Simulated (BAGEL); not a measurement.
# UHF/STO-3G (density fitting with qzvpp-jkfit) run of GeH3O3 (SMILES [OH][Ge]([OH])[OH])

Aim: the energy change on altering one bond length of GeH3O3 at UHF/STO-3G (density fitting with qzvpp-jkfit), from 2 runs. 

The calculation is run with BAGEL 1.2.2.

1 further run of the same task is left out (set aside as unsound or not needed). Runs told in other sessions of the task aren't counted.

### 1 The structure to begin with

The species is GeH3O3 (7 atoms), meant as a doublet with charge 0. As SMILES, `[OH][Ge]([OH])[OH]`. Geometry: relaxed at PBE0-D4/def2-TZVP. This is one conformer, not always the lowest.

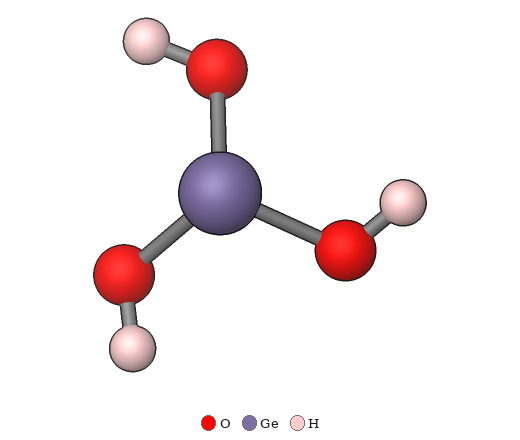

The structure, seen from a chosen angle (oxygen red, germanium purple, hydrogen pink).

### 2 The energy at UHF/STO-3G (density fitting with qzvpp-jkfit)

The input, job.json:

```json
{ "bagel": [

{
  "title": "molecule",
  "basis": "sto-3g",
  "df_basis": "qzvpp-jkfit",
  "angstrom": true,
  "geometry": [
    { "atom": "O", "xyz": [   -1.386500,    0.798200,   -0.370800 ] },
    { "atom": "Ge", "xyz": [    0.328700,    0.369000,   -0.186000 ] },
    { "atom": "O", "xyz": [    0.588300,    0.035800,    1.540700 ] },
    { "atom": "O", "xyz": [    0.565000,   -1.170000,   -1.043900 ] },
    { "atom": "H", "xyz": [   -1.665900,    1.479800,    0.247600 ] },
    { "atom": "H", "xyz": [    1.412900,   -0.430200,    1.707700 ] },
    { "atom": "H", "xyz": [    0.218600,   -1.150500,   -1.940900 ] }
  ]
},
{ "title": "uhf", "nopen": 1 },
{ "title": "print", "file": "orbitals.molden", "orbitals": true }

]}
```

The run is started by

```bash
$ BAGEL_NUM_THREADS=1 BAGEL job.json > job.out
```

Standard output:

```text
* using 1 threads per process

  ===============================================================
  ===============================================================

  *** Geometry ***

  { "atom" : "O", "xyz" : [     -2.620105,      1.508379,     -0.700710 ] },
  { "atom" : "Ge", "xyz" : [      0.621153,      0.697309,     -0.351489 ] },
  { "atom" : "O", "xyz" : [      1.111726,      0.067652,      2.911501 ] },
  { "atom" : "O", "xyz" : [      1.067695,     -2.210980,     -1.972685 ] },
  { "atom" : "H", "xyz" : [     -3.148095,      2.796417,      0.467896 ] },
  { "atom" : "H", "xyz" : [      2.669994,     -0.812960,      3.227085 ] },
  { "atom" : "H", "xyz" : [      0.413094,     -2.174130,     -3.667769 ] },

  Number of auxiliary basis functions:      551

  Since a DF basis is specified, we compute 2- and 3-index integrals:
    o Being stored without compression. Storage requirement is 0.006 GB

  Number of basis functions:       36
  Number of electrons      :       59

    * METHOD: MOLECULE                             0.27

  *** Open-shell HF ***

  === Nuclear Repulsion ===
   307.4178149439

      * DIIS with orbital gradients will be used.

  === UHF iteration (sto-3g) ===
      0      -2274.88150820          0.03257524           0.10
      1      -2275.00193448          0.00820022           0.10
      2      -2275.01038418          0.00202020           0.10
      3      -2275.01117671          0.00057233           0.10
      4      -2275.01137267          0.00014311           0.10
      5      -2275.01138657          0.00002706           0.09
      6      -2275.01138751          0.00001008           0.09
      7      -2275.01138771          0.00000405           0.10
      8      -2275.01138775          0.00000147           0.10
      9      -2275.01138775          0.00000053           0.10
     10      -2275.01138775          0.00000014           0.10
     11      -2275.01138775          0.00000005           0.09
     12      -2275.01138775          0.00000002           0.09
     13      -2275.01138775          0.00000001           0.09
     14      -2275.01138775          0.00000000           0.09
    * SCF iteration converged.

    * S^2 (UHF) is 0.7662

    * Permanent dipole moment:
           (   -0.486378,    -0.575525,     0.272864) a.u.

    * METHOD: UHF                                  1.57

    * METHOD: PRINT                                0.00

  ===============================================================
```

It took 2 s on 1 thread of Arm Neoverse V1, shared host; peak memory 0.082 GiB.

### 3 The distorted shape

The input, hf.json:

```json
{ "bagel": [

{
  "title": "molecule",
  "basis": "sto-3g",
  "df_basis": "qzvpp-jkfit",
  "angstrom": "true",
  "geometry": [
    { "atom": "O", "xyz": [   -1.633874,    0.937997,   -0.420899 ] },
    { "atom": "Ge", "xyz": [    0.081326,    0.508797,   -0.236099 ] },
    { "atom": "O", "xyz": [    0.340926,    0.175597,    1.490601 ] },
    { "atom": "O", "xyz": [    0.317626,   -1.030203,   -1.093999 ] },
    { "atom": "H", "xyz": [   -1.913274,    1.619597,    0.197501 ] },
    { "atom": "H", "xyz": [    1.412900,   -0.430200,    1.707700 ] },
    { "atom": "H", "xyz": [   -0.028774,   -1.010703,   -1.990999 ] }
  ]
},
{
  "title": "uhf",
  "nopen": 1
},
{
  "title": "print",
  "file": "orbitals.molden",
  "orbitals": "true"
}

]}
```

The run is started by

```bash
$ BAGEL_NUM_THREADS=1 BAGEL hf.json > hf.out
```

Standard output:

```text
* using 1 threads per process

  ===============================================================
  ===============================================================

  *** Geometry ***

  { "atom" : "O", "xyz" : [     -3.087574,      1.772557,     -0.795384 ] },
  { "atom" : "Ge", "xyz" : [      0.153684,      0.961487,     -0.446162 ] },
  { "atom" : "O", "xyz" : [      0.644257,      0.331830,      2.816828 ] },
  { "atom" : "O", "xyz" : [      0.600226,     -1.946802,     -2.067358 ] },
  { "atom" : "H", "xyz" : [     -3.615564,      3.060595,      0.373223 ] },
  { "atom" : "H", "xyz" : [      2.669994,     -0.812960,      3.227085 ] },
  { "atom" : "H", "xyz" : [     -0.054375,     -1.909952,     -3.762443 ] },

  Number of auxiliary basis functions:      551

  Since a DF basis is specified, we compute 2- and 3-index integrals:
    o Being stored without compression. Storage requirement is 0.006 GB

  Number of basis functions:       36
  Number of electrons      :       59

    * METHOD: MOLECULE                             0.26

  *** Open-shell HF ***

  === Nuclear Repulsion ===
   305.6586066873

      * DIIS with orbital gradients will be used.

  === UHF iteration (sto-3g) ===
      0      -2274.81129685          0.03563315           0.09
      1      -2274.94564789          0.01087712           0.09
      2      -2274.95797995          0.00370965           0.09
      3      -2274.95959550          0.00070635           0.09
      4      -2274.95987134          0.00029788           0.09
      5      -2274.95993853          0.00010054           0.09
      6      -2274.95997310          0.00002813           0.09
      7      -2274.95998908          0.00001717           0.09
      8      -2274.96001136          0.00001153           0.10
      9      -2274.96002125          0.00001126           0.09
     10      -2274.96002792          0.00001097           0.09
     11      -2274.96004986          0.00000983           0.09
     12      -2274.96007383          0.00000632           0.09
     13      -2274.96007637          0.00000230           0.09
     14      -2274.96007656          0.00000097           0.09
     15      -2274.96007656          0.00000052           0.09
     16      -2274.96007656          0.00000021           0.09
     17      -2274.96007656          0.00000010           0.09
     18      -2274.96007656          0.00000005           0.09
     19      -2274.96007656          0.00000002           0.09
     20      -2274.96007656          0.00000001           0.09
     21      -2274.96007656          0.00000001           0.09
     22      -2274.96007656          0.00000001           0.09
    * SCF iteration converged.

    * S^2 (UHF) is 0.7783

    * Permanent dipole moment:
           (   -0.393900,    -0.611664,     0.282858) a.u.

    * METHOD: UHF                                  2.28

    * METHOD: PRINT                                0.00

  ===============================================================
```

Run time: 2.7 s. Hardware: 1 thread of Arm Neoverse V1, shared host; peak memory 0.082 GiB.

### 4 Summary of results

Level: UHF/STO-3G (density fitting with qzvpp-jkfit).

| quantity | value |
| --- | --- |
| first shape: total energy | -2275.01139 Eh |
| first shape: dipole moment | 2.04 D |
| first shape: ⟨S²⟩ | 0.766 |
| distorted shape: total energy | -2274.96008 Eh |
| distorted shape: dipole moment | 1.98 D |
| distorted shape: ⟨S²⟩ | 0.778 |
| energy change with the O3–H6 bond stretched from 0.962 to 1.250 Å | 1.396 eV |

With the O3–H6 bond stretched from 0.962 to 1.250 Å the energy rises by 1.40 eV (135 kJ/mol). The first shape isn't relaxed at this level, so the change isn't measured from a minimum. The minimal basis adds a large error of its own.
